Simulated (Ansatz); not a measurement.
**Geometry relaxation, with input and output: BSiH3F2**

The run: geometry relaxation of BSiH3F2. Method and program: RKS B3LYP/def2-SVP (Ansatz 0.2.0).

It belongs to a series of runs on one base structure; here: start relaxed. Figures and captions count atoms from 1; the log counts them from 0 in places.

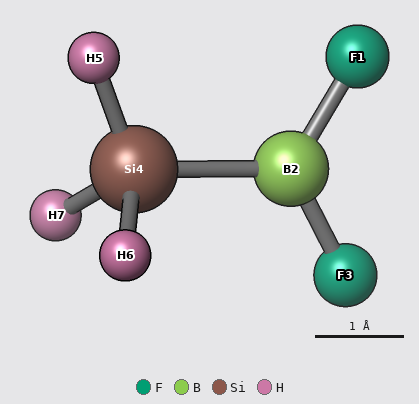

**Figure 1.** The input geometry (ball-and-stick view, seen at a tilt; atoms are numbered from 1 in the order of the input).

## Results in brief

- outcome: converged
- total energy: −14032.7689 eV
- mean-field energy: −14032.7689 eV
- largest force (length of the vector) at the end: 0.006 eV/Å
- hardware: 1 thread of Arm Neoverse V2, 128 GiB of memory available, shared host
- wall time: 21 s
- peak memory: 0.15 GiB

## Input file
```yaml
crystal:
  periodic: [false, false, false]
  atoms:
    - { symbol: F, position_ang: [2.038, -0.6368, 0.7803] }
    - { symbol: B, position_ang: [0.5679, -0.7726, 0.5592] }
    - { symbol: F, position_ang: [-0.1273, -1.9377, 1.0696] }
    - { symbol: Si, position_ang: [-0.3646, 0.5732, -0.4267] }
    - { symbol: H, position_ang: [0.463, 1.6388, -0.8638] }
    - { symbol: H, position_ang: [-1.4953, 1.1262, 0.4393] }
    - { symbol: H, position_ang: [-1.0204, -0.0591, -1.6035] }
basis:
  gaussian: { orbitals: def2-SVP }
hamiltonian:
  xc: b3lyp
relax:
  f_tol: 0.02
  max_steps: 40
```

Launch command:
```bash
ansatz run input.yaml --threads 1 --pin off --max-ram 2048MiB --backend cpu --events-out ev --progress --plain --runs-dir out
```

## Log
```
The last accepted step is kept in [file] (removed where the run ends without a failure and the disk answers)
Engine: ansatz 0.2.0, aarch64-unknown-linux-gnu
Functional definition: B3LYP
  parameter a0 = 0.2
  parameter ax = 0.72
  parameter ac = 0.81
  exchange = (1 - a0 - ax)*slater_x + ax*b88_x + a0*exact_x
  correlation = (1 - ac)*vwn_rpa_c + ac*lyp_c
780 factors; integrals over basis functions are off by at most 3.0e-4 eV
mean field evaluation 1: about -14029.7676 eV, gradient 3.5e1 eV
mean field evaluation 2: about -14025.7987 eV, gradient 6.3e1 eV
mean field evaluation 4: about -14031.7388 eV, gradient 1.6e0 eV
mean field evaluation 8: about -14031.7671 eV, gradient 3.9e-2 eV
mean field -14031.76712263 eV, -515.6579306833 hartree, gradient 2.6e-5 eV, S^2 0.000000; 0 other end points of the search recorded, 0 dependent functions left out
the calculation of the forces begins
reference -14031.76733926 eV, -515.6579386444 hartree; 20, 20 occupied and 55, 55 virtual orbitals, 780 factors
relax step   1: F+E_penalty+E_count = -14031.76712263 eV  Δ(F+E_penalty+E_count) = +0.000e0 eV  max|allowed force component| = 4.710e0 eV/Å  Δτ_max = 0.0000 Å  (24 SCF iters, accepted)
these checks for a lower state are left out or cut short: starts, cluster_reference, orbital_swaps, neighbouring_geometries, increment
780 factors; integrals over basis functions are off by at most 3.6e-4 eV
mean field evaluation 16: about -14032.5375 eV, gradient 2.2e-1 eV
mean field -14032.56317413 eV, -515.6871850363 hartree, gradient 1.8e-5 eV, S^2 0.000000; 0 other end points of the search recorded, 0 dependent functions left out
the calculation of the forces begins
reference -14032.56338939 eV, -515.6871929470 hartree; 20, 20 occupied and 55, 55 virtual orbitals, 780 factors
relax step   2: F+E_penalty+E_count = -14032.56317413 eV  Δ(F+E_penalty+E_count) = -7.961e-1 eV  max|allowed force component| = 2.580e0 eV/Å  Δτ_max = 0.1248 Å  (28 SCF iters, accepted)
these checks for a lower state are left out or cut short: starts, cluster_reference, orbital_swaps, neighbouring_geometries, increment
780 factors; integrals over basis functions are off by at most 4.5e-4 eV
mean field -14032.64386264 eV, -515.6901502843 hartree, gradient 1.0e-5 eV, S^2 0.000000; 0 other end points of the search recorded, 0 dependent functions left out
the calculation of the forces begins
reference -14032.64407799 eV, -515.6901581983 hartree; 20, 20 occupied and 55, 55 virtual orbitals, 780 factors
relax step   3: F+E_penalty+E_count = -14032.64386264 eV  Δ(F+E_penalty+E_count) = -8.069e-2 eV  max|allowed force component| = 1.712e0 eV/Å  Δτ_max = 0.1079 Å  (28 SCF iters, accepted)
these checks for a lower state are left out or cut short: starts, cluster_reference, orbital_swaps, neighbouring_geometries, increment
780 factors; integrals over basis functions are off by at most 4.3e-4 eV
mean field evaluation 32: about -14032.7610 eV, gradient 8.3e-5 eV
mean field -14032.76098763 eV, -515.6944545483 hartree, gradient 1.6e-5 eV, S^2 0.000000; 0 other end points of the search recorded, 0 dependent functions left out
the calculation of the forces begins
reference -14032.76120267 eV, -515.6944624510 hartree; 20, 20 occupied and 55, 55 virtual orbitals, 780 factors
relax step   4: F+E_penalty+E_count = -14032.76098763 eV  Δ(F+E_penalty+E_count) = -1.171e-1 eV  max|allowed force component| = 3.070e-1 eV/Å  Δτ_max = 0.0852 Å  (27 SCF iters, accepted)
these checks for a lower state are left out or cut short: starts, cluster_reference, orbital_swaps, neighbouring_geometries, increment
780 factors; integrals over basis functions are off by at most 4.3e-4 eV
mean field -14032.76675652 eV, -515.6946665511 hartree, gradient 1.7e-5 eV, S^2 0.000000; 0 other end points of the search recorded, 0 dependent functions left out
the calculation of the forces begins
reference -14032.76697131 eV, -515.6946744444 hartree; 20, 20 occupied and 55, 55 virtual orbitals, 780 factors
relax step   5: F+E_penalty+E_count = -14032.76675652 eV  Δ(F+E_penalty+E_count) = -5.769e-3 eV  max|allowed force component| = 1.203e-1 eV/Å  Δτ_max = 0.0262 Å  (29 SCF iters, accepted)
these checks for a lower state are left out or cut short: starts, cluster_reference, orbital_swaps, neighbouring_geometries, increment
780 factors; integrals over basis functions are off by at most 4.3e-4 eV
mean field -14032.76796266 eV, -515.6947108759 hartree, gradient 1.7e-5 eV, S^2 0.000000; 0 other end points of the search recorded, 0 dependent functions left out
the calculation of the forces begins
reference -14032.76817815 eV, -515.6947187950 hartree; 20, 20 occupied and 55, 55 virtual orbitals, 780 factors
relax step   6: F+E_penalty+E_count = -14032.76796266 eV  Δ(F+E_penalty+E_count) = -1.206e-3 eV  max|allowed force component| = 7.663e-2 eV/Å  Δτ_max = 0.0172 Å  (30 SCF iters, accepted)
these checks for a lower state are left out or cut short: starts, cluster_reference, orbital_swaps, neighbouring_geometries, increment
780 factors; integrals over basis functions are off by at most 4.4e-4 eV
mean field -14032.76861188 eV, -515.6947347343 hartree, gradient 1.5e-5 eV, S^2 0.000000; 0 other end points of the search recorded, 0 dependent functions left out
the calculation of the forces begins
reference -14032.76882708 eV, -515.6947426429 hartree; 20, 20 occupied and 55, 55 virtual orbitals, 780 factors
relax step   7: F+E_penalty+E_count = -14032.76861188 eV  Δ(F+E_penalty+E_count) = -6.492e-4 eV  max|allowed force component| = 2.712e-2 eV/Å  Δτ_max = 0.0086 Å  (23 SCF iters, accepted)
these checks for a lower state are left out or cut short: starts, cluster_reference, orbital_swaps, neighbouring_geometries, increment
780 factors; integrals over basis functions are off by at most 4.4e-4 eV
mean field -14032.76872171 eV, -515.6947387705 hartree, gradient 1.8e-5 eV, S^2 0.000000; 0 other end points of the search recorded, 0 dependent functions left out
the calculation of the forces begins
reference -14032.76893692 eV, -515.6947466796 hartree; 20, 20 occupied and 55, 55 virtual orbitals, 780 factors
relax step   8: F+E_penalty+E_count = -14032.76872171 eV  Δ(F+E_penalty+E_count) = -1.098e-4 eV  max|allowed force component| = 4.307e-3 eV/Å  Δτ_max = 0.0065 Å  (21 SCF iters, accepted)
780 factors; integrals over basis functions are off by at most 4.4e-4 eV
mean field evaluation 64: about -14030.9619 eV, gradient 3.4e1 eV
```

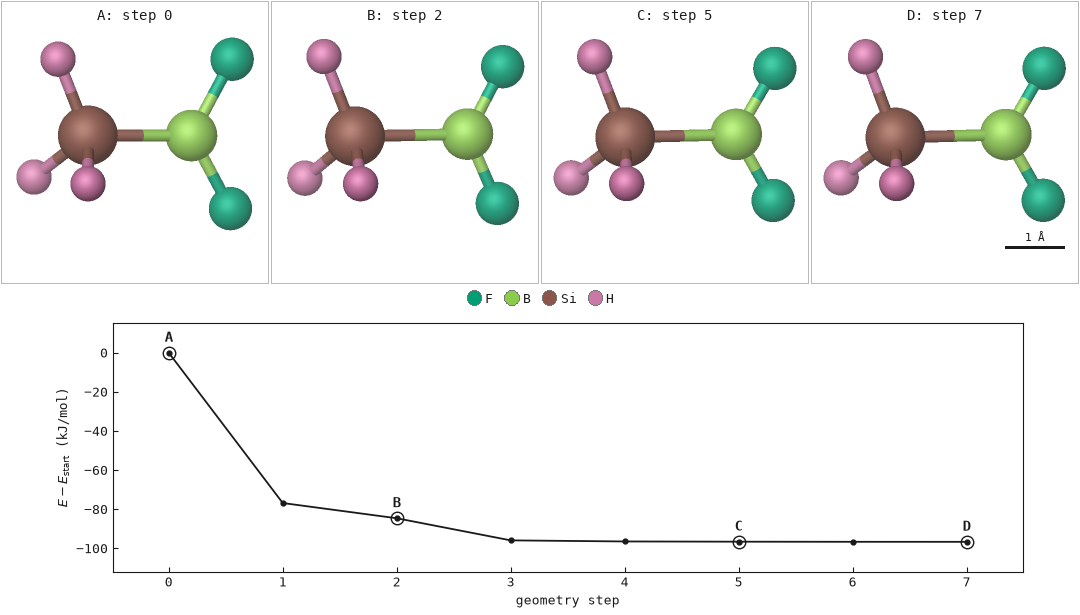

**Figure 2.** Frames of the relaxation (ball-and-stick view, seen at a tilt) above the curves, on which the letters mark them (the first geometry is step 0 here and step 1 in the log).

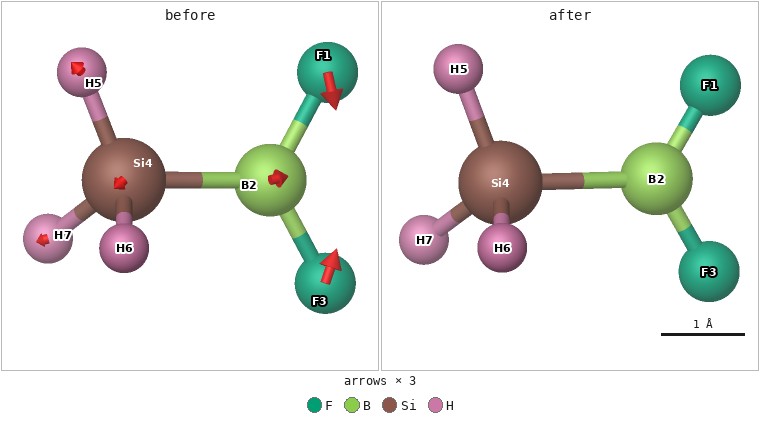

**Figure 3.** Before (left) and after (right) the relaxation, at one scale (ball-and-stick view, seen at a tilt). The red arrows give the displacements, magnified 3 times. Over 7 geometry steps the energy falls by 96.6 kJ/mol. Largest force component: 4.7 eV/Å at the start, 0.0043 eV/Å at the end. F1 moves most after the best rigid fit: 0.16 Å. By element the largest moves are F 0.16 Å, B 0.08 Å, H 0.07 Å, Si 0.06 Å. Distances before and after: F1–B2 1.493 → 1.322 Å, B2–Si4 1.911 → 2.040 Å, B2–F3 1.450 → 1.323 Å, Si4–H5 1.418 → 1.490 Å. Among the angles that change: F1–B2–Si4 119.5° → 122.9°, F1–B2–F3 119.6° → 116.2°, B2–Si4–H5 113.8° → 111.3°. (Atoms are counted from 1 in the order of the input.)

```
mean field -14032.76872171 eV, -515.6947387705 hartree, gradient 1.8e-5 eV, S^2 0.000000; 1 other end points of the search recorded, 0 dependent functions left out
the calculation of the forces begins
reference -14032.76893692 eV, -515.6947466796 hartree; 20, 20 occupied and 55, 55 virtual orbitals, 780 factors
Total energy: -14032.76893692 eV, -515.6947466796 hartree
Atom 0 at     1.923464    -0.739996     0.819067 Å, force     0.000372     0.000237     0.000133 eV/Å
Atom 1 at     0.623604    -0.825736     0.594040 Å, force    -0.004307    -0.003770     0.000833 eV/Å
Atom 2 at     0.015445    -1.895283     1.081585 Å, force     0.002923     0.003642    -0.001303 eV/Å
Atom 3 at    -0.417953     0.589843    -0.442018 Å, force     0.003814     0.000476     0.000637 eV/Å
Atom 4 at     0.471483     1.700314    -0.886036 Å, force    -0.000832    -0.000688     0.000197 eV/Å
Atom 5 at    -1.500709     1.142544     0.425350 Å, force    -0.000736    -0.000577    -0.001252 eV/Å
Atom 6 at    -1.054034    -0.039686    -1.637587 Å, force    -0.001233     0.000680     0.000755 eV/Å
Dipole moment:    -0.073790     0.106093    -0.076630 e Å
```

## Trajectory as extended XYZ (Å, eV, eV/Å), 8 frames, from step=1 to step=8
```
7
Properties=species:S:1:pos:R:3:forces:R:3 step=1 energy=-14031.76712
F     2.0380   -0.6368    0.7803   -4.7099  -0.9140  -0.4102
B     0.5679   -0.7726    0.5592    3.2587  -3.7263   2.7043
F    -0.1273   -1.9377    1.0696    2.4933   3.2876  -1.3023
Si   -0.3646    0.5732   -0.4267   -2.3797   0.5564  -0.2361
H     0.4630    1.6388   -0.8638    0.9140   1.0745  -0.4055
H    -1.4953    1.1262    0.4393    0.4309  -0.1868  -0.2512
H    -1.0204   -0.0591   -1.6035   -0.0072  -0.0914  -0.0991
7
Properties=species:S:1:pos:R:3:forces:R:3 step=2 energy=-14032.56317
F     1.9567   -0.7150    0.8337   -2.5798  -0.1988  -0.6757
B     0.5933   -0.8060    0.5394    2.0937  -1.8972   2.1529
F    -0.0201   -1.9022    1.0981    0.8987   1.6417  -0.9851
Si   -0.4024    0.5911   -0.4478   -0.8142   0.1271  -0.2279
H     0.4689    1.6863   -0.8776    0.2882   0.3390  -0.1442
H    -1.4888    1.1280    0.4409    0.1307  -0.0630  -0.0864
H    -1.0463   -0.0502   -1.6323   -0.0172   0.0512  -0.0336
7
Properties=species:S:1:pos:R:3:forces:R:3 step=3 energy=-14032.64386
F     1.9331   -0.7055    0.8031    0.3351  -0.7501   0.5031
B     0.6444   -0.8431    0.6083   -0.9133   1.7117  -1.1800
F    -0.0836   -1.8455    1.0317    0.4975  -0.7586   0.5422
Si   -0.4024    0.6056   -0.4487    0.3460  -0.5852   0.4196
H     0.4621    1.7212   -0.9005    0.0185   0.1413  -0.0783
H    -1.4691    1.0915    0.4643   -0.1571   0.1649  -0.0267
H    -1.0232   -0.0923   -1.6037   -0.1267   0.0760  -0.1799
7
Properties=species:S:1:pos:R:3:forces:R:3 step=4 energy=-14032.76099
F     1.9381   -0.7349    0.8176   -0.2697  -0.1439   0.0388
B     0.6338   -0.8160    0.5934   -0.0356  -0.1054   0.0140
F    -0.0114   -1.8764    1.0649    0.3070   0.0863   0.0273
Si   -0.4133    0.5837   -0.4383   -0.0391   0.1355  -0.0585
H     0.4785    1.6930   -0.8797   -0.0351   0.0272  -0.0260
H    -1.5046    1.1295    0.4249    0.0352   0.0060   0.0083
H    -1.0598   -0.0470   -1.6284    0.0374  -0.0057  -0.0040
7
Properties=species:S:1:pos:R:3:forces:R:3 step=5 energy=-14032.76676
F     1.9173   -0.7461    0.8223    0.0944   0.0460  -0.0317
B     0.6201   -0.8210    0.5848    0.0542  -0.0445   0.1203
F     0.0097   -1.8868    1.0765   -0.0801  -0.0314  -0.0239
Si   -0.4132    0.5969   -0.4427   -0.0271  -0.0488  -0.0216
H     0.4690    1.7094   -0.8919    0.0004   0.0121  -0.0027
H    -1.4958    1.1325    0.4333   -0.0179   0.0329  -0.0053
H    -1.0458   -0.0529   -1.6279   -0.0240   0.0337  -0.0352
7
Properties=species:S:1:pos:R:3:forces:R:3 step=6 energy=-14032.76796
F     1.9289   -0.7501    0.8258   -0.0453   0.0035  -0.0115
B     0.6286   -0.8283    0.5965   -0.0408   0.0479  -0.0357
F     0.0120   -1.8954    1.0807    0.0265   0.0358  -0.0149
Si   -0.4165    0.5944   -0.4441    0.0420  -0.0766   0.0531
H     0.4634    1.7106   -0.8936    0.0059  -0.0133   0.0089
H    -1.5009    1.1413    0.4253    0.0069  -0.0004  -0.0022
H    -1.0543   -0.0405   -1.6363    0.0048   0.0031   0.0023
7
Properties=species:S:1:pos:R:3:forces:R:3 step=7 energy=-14032.76861
F     1.9250   -0.7455    0.8209    0.0029   0.0162   0.0019
B     0.6248   -0.8232    0.5954    0.0000  -0.0271  -0.0157
F     0.0123   -1.8926    1.0779   -0.0030   0.0052   0.0073
Si   -0.4163    0.5915   -0.4418   -0.0008   0.0003   0.0052
H     0.4680    1.7046   -0.8894    0.0014  -0.0019   0.0028
H    -1.5001    1.1401    0.4266   -0.0017   0.0050  -0.0024
H    -1.0524   -0.0428   -1.6350    0.0012   0.0023   0.0009
7
Properties=species:S:1:pos:R:3:forces:R:3 step=8 energy=-14032.76872
F     1.9235   -0.7400    0.8191    0.0004   0.0002   0.0001
B     0.6236   -0.8257    0.5940   -0.0043  -0.0038   0.0008
F     0.0154   -1.8953    1.0816    0.0029   0.0036  -0.0013
Si   -0.4180    0.5898   -0.4420    0.0038   0.0005   0.0006
H     0.4715    1.7003   -0.8860   -0.0008  -0.0007   0.0002
H    -1.5007    1.1425    0.4254   -0.0007  -0.0006  -0.0013
H    -1.0540   -0.0397   -1.6376   -0.0012   0.0007   0.0008
```
